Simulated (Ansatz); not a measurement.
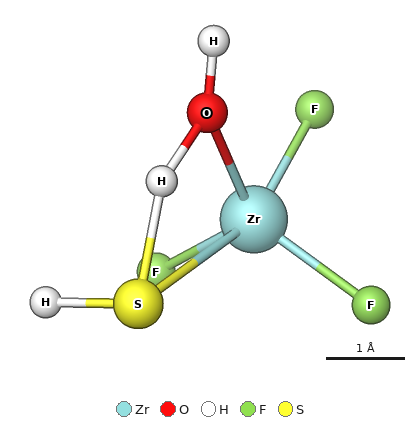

The structure (ball-and-stick view, seen at a tilt). Sticks mark near contacts.

**Frequency calculation, with input and output: ZrH3SOF3**

The run: frequency calculation of ZrH3SOF3. Method and program: RHF/def2-SVP (Ansatz 0.2.0).

It belongs to a series of runs on one base structure; here: vibrations at the highest image of the band.

Input:
```yaml
crystal:
  periodic: [false, false, false]
  atoms:
    - { symbol: Zr, position_ang: [0.149293, -0.255098, -0.062667] }
    - { symbol: O, position_ang: [-0.069146, -0.272898, 2.025095] }
    - { symbol: H, position_ang: [-0.466147, 0.242136, 2.714899] }
    - { symbol: F, position_ang: [1.767656, 0.392736, -0.817686] }
    - { symbol: F, position_ang: [-0.960555, 1.293071, -0.168516] }
    - { symbol: F, position_ang: [-0.837427, -1.470489, -1.145283] }
    - { symbol: S, position_ang: [1.421074, -2.402213, 1.275107] }
    - { symbol: H, position_ang: [0.44862, -3.302738, 1.095584] }
    - { symbol: H, position_ang: [0.585131, -1.325108, 2.125068] }
basis:
  gaussian: { orbitals: def2-SVP }
hamiltonian:
  xc: hf
phonons: {}
```

Hardware: 2 threads of Arm Neoverse V1, 24 GiB of memory available, shared host.

Launch command:
```bash
ansatz run input.yaml --threads 2 --pin off --max-ram 3072MiB --backend cpu --events-out ev --progress --plain --runs-dir out
```

The program's output:
```
Engine: ansatz 0.2.0, aarch64-unknown-linux-gnu
Functional definition: HF
  exchange = exact_x
  correlation = 0
1243 factors; integrals over basis functions are off by at most 2.6e-4 eV
mean field evaluation 1: about -22275.3761 eV, gradient 6.0e1 eV
mean field evaluation 2: about -22275.4924 eV, gradient 6.0e1 eV
mean field evaluation 4: about -22282.0286 eV, gradient 2.6e0 eV
mean field evaluation 8: about -22282.0888 eV, gradient 1.1e-1 eV
mean field -22282.08883750 eV, -818.8516614357 hartree, gradient 2.4e-5 eV, S^2 0.000000; 0 other end points of the search recorded, 0 dependent functions left out
the calculation of the forces begins
reference -22282.08883750 eV, -818.8516614357 hartree; 33, 33 occupied and 87, 87 virtual orbitals, 1243 factors
these checks for a lower state are left out or cut short: stability, starts, cluster_reference, orbital_swaps, neighbouring_geometries, increment
1243 factors; integrals over basis functions are off by at most 2.6e-4 eV
mean field evaluation 16: about -22281.8632 eV, gradient 2.9e-3 eV
mean field -22282.08870150 eV, -818.8516564380 hartree, gradient 3.5e-6 eV, S^2 0.000000; 0 other end points of the search recorded, 0 dependent functions left out
[... from here on the field's lines of each further geometry are left out, up to the last ...]
the calculation of the forces begins
reference -22282.08881426 eV, -818.8516605819 hartree; 33, 33 occupied and 87, 87 virtual orbitals, 1243 factors
these checks for a lower state are left out or cut short: stability, starts, cluster_reference, orbital_swaps, neighbouring_geometries, increment
1243 factors; integrals over basis functions are off by at most 2.6e-4 eV
mean field -22282.08881362 eV, -818.8516605581 hartree, gradient 3.5e-6 eV, S^2 0.000000; 0 other end points of the search recorded, 0 dependent functions left out
the calculation of the forces begins
reference -22282.08881362 eV, -818.8516605581 hartree; 33, 33 occupied and 87, 87 virtual orbitals, 1243 factors
WARN: phonons: modes at or below zero, which the zero-point energy, F, S and C_V leave out: 1, the lowest at -1574.87 cm⁻¹. A minimum has none, and a first-order saddle one
Total energy: -22282.08883750 eV, -818.8516614357 hartree
Atom 0 at     0.149293    -0.255098    -0.062667 Å, force    -0.000262     0.000129     0.000068 eV/Å
Atom 1 at    -0.069146    -0.272898     2.025095 Å, force     0.000169     0.000202    -0.000155 eV/Å
Atom 2 at    -0.466147     0.242136     2.714899 Å, force    -0.000100    -0.000047    -0.000027 eV/Å
Atom 3 at     1.767656     0.392736    -0.817686 Å, force     0.000056     0.000032    -0.000082 eV/Å
Atom 4 at    -0.960555     1.293071    -0.168516 Å, force     0.000107    -0.000221     0.000038 eV/Å
Atom 5 at    -0.837427    -1.470489    -1.145283 Å, force     0.000035     0.000100     0.000022 eV/Å
Atom 6 at     1.421074    -2.402213     1.275107 Å, force    -0.000065    -0.000156    -0.000001 eV/Å
Atom 7 at     0.448620    -3.302738     1.095584 Å, force     0.000113     0.000068     0.000002 eV/Å
Atom 8 at     0.585131    -1.325108     2.125068 Å, force    -0.000054    -0.000107     0.000135 eV/Å
Dipole moment:    -0.267026    -0.049371     0.738082 e Å
Vibrations: -1574.87 63.69 122.54 126.21 173.87 188.40 189.83 234.66 363.03 422.67 455.32 526.83 600.02 685.40 702.49 715.83 765.32 1266.25 1575.35 2852.36 4159.61 cm⁻¹, zero-point energy 1.003634 eV
```

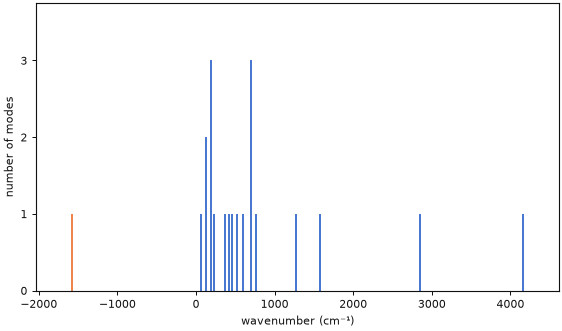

Harmonic vibrational wavenumbers from the force constants; neighbouring modes closer than 26 cm⁻¹ are counted in one stick, and imaginary ones are drawn at negative wavenumbers. 21 modes from 1575i to 4160 cm⁻¹, 1 imaginary beyond 8i (1575i cm⁻¹): a first-order saddle point, if the geometry is stationary.

Summary:

- outcome: converged
- total energy: −22282.0888 eV
- mean-field energy: −22282.0888 eV
- largest force (length of the vector): under 0.001 eV/Å
- wall time: 97 s (CPU time 3.1 min)
- peak memory: 0.27 GiB
